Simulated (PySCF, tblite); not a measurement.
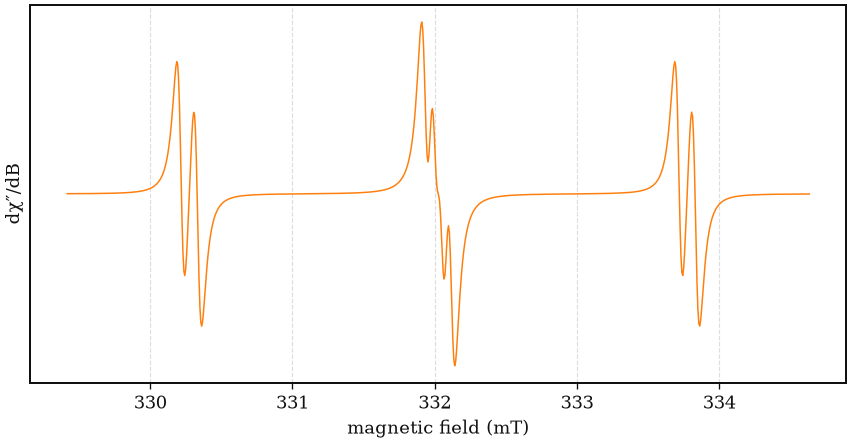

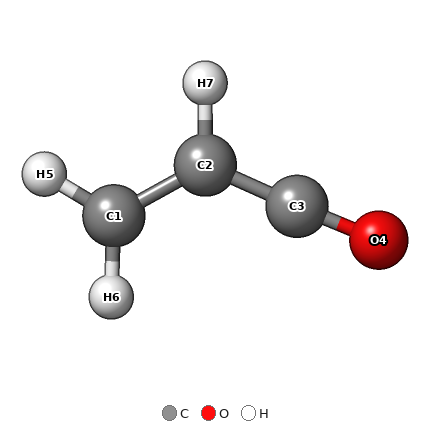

First-order isotropic EPR spectrum (fast tumbling, first derivative) of C₃H₃O, SMILES C=C[C]=O, doublet at 9.30 GHz, Lorentzian lines of 0.10 mT full width at half height, from computed g and hyperfine couplings (B3LYP/pcH-1, PySCF 2.14.0, at a GFN2-xTB geometry (a minimum by its frequencies), gas phase); values of one conformer, averaged over methyl-type rotors alone; other conformers aren't averaged in; no vibrational averaging; dilute isotopes left out. The SMILES is one Lewis form and needn't show where the spin sits.

Which couplings does the calculation give? The spectrum shows the sizes of those above the line width, not their signs.

```tsv
nuclei	isotope	a (mT)	a (MHz)
H5	¹H	−1.78	−49.9
H6	¹H	−1.71	−47.9
H7	¹H	0.11	3.2
```

What is the g value, and how wide is the spectrum?

g_iso = 2.0012, which centres the spectrum at 332.0 mT; it spans 3.6 mT.

Note: the tight-binding geometry is rougher than a DFT one and adds to the error.
